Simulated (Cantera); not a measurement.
Input: 1 mol borazine, 1 mol H₂O, 16 mol N₂, 0.22 mol NH₃, equilibrated at 15.0 Pa.

Equilibrium computed with Cantera from the NASA thermochemical tables; the gas is ideal and each condensed phase is pure. Candidate condensed phases: B, BN, B₂O₃, B₃O₃H₃, H₂O; 39 gas species. The feed counts by its element totals alone. The tables' values for BH₂ are old estimates; treat these amounts as uncertain. The numbers say what is thermodynamically allowed, not how fast it happens.

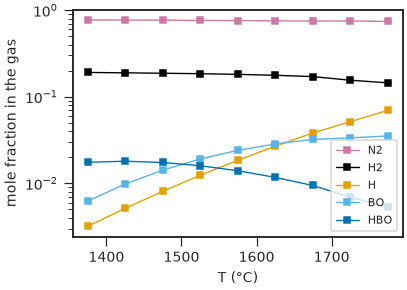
Equilibrium gas composition (values under 1e-9 drawn at 1e-9)

### Question
Read off the mole fractions at 1575 °C.

### Answer
N₂ about 0.76, H₂ about 0.18, BO about 0.024, H about 0.018, HBO about 0.014.
